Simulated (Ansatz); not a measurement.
## Alloy series in NbN

The reference is NbN in the rock salt structure (space group Fm-3m, No. 225).

NbN is modelled in the cubic space group Fm-3m (No. 225), the rock salt structure, Pearson symbol cF8. Conventional cell: a = 4.3800 Å, b = 4.3800 Å, c = 4.3800 Å, α = 90.00°, β = 90.00°, γ = 90.00°. N on 4a is coordinated by 6 Nb at 2.190 Å (octahedral). Nb on 4b sees 6 N at 2.190 Å (octahedral). (Neighbours: up to the widest gap in distance over summed covalent radii, below 1.35, at either atom; cation-cation and far metal-metal contacts left out.)
(The calculation used a cell of 2 atoms; values per cell refer to that cell.)

The other end (x = 1) is VN in the rock salt structure (space group Fm-3m, No. 225): 8.45 Å³/atom, gap zero.

V replaces a fraction x of Nb; each row is one arrangement (x, atoms in the cell, starting space group or random), fully relaxed.

Level of theory: Kohn–Sham DFT with the PBEsol functional, run in Ansatz (a quantum-chemistry and plane-wave program) with PAW and 420 eV plane waves, spin-orbit coupling left out, earlier PAW set.

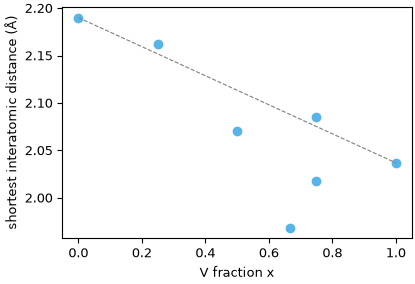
Figure. Shortest interatomic distance against V fraction x; the dashed line joins the ends

| V fraction x | shortest interatomic distance |
|---|---|
| x(V) = 0.25, 8 atoms, Pm-3m | 2.162 Å |
| x(V) = 0.5, 8 atoms, Pmmn | 2.071 Å |
| x(V) = 0.667, 6 atoms, I4/mmm | 1.969 Å |
| x(V) = 0.75, 8 atoms, Pm-3m | 2.085 Å |
| x(V) = 0.75, 8 atoms, I4/mmm | 2.018 Å |

Other magnetic orders, which the real material may have, were not ruled out. Each cell is one ordered arrangement of few atoms, which overstates ordering effects compared with a random alloy. No phonon test of stability was made. Starting moments died away, wholly or in part, for Nb → V, x(V) = 0.5, 8 atoms, Pmmn, x(V) = 0.667, 6 atoms, I4/mmm and x(V) = 0.75, 8 atoms, Pm-3m and more; another magnetic solution may exist. Spin-polarised in the final run: Nb3VN4; the other runs are not.
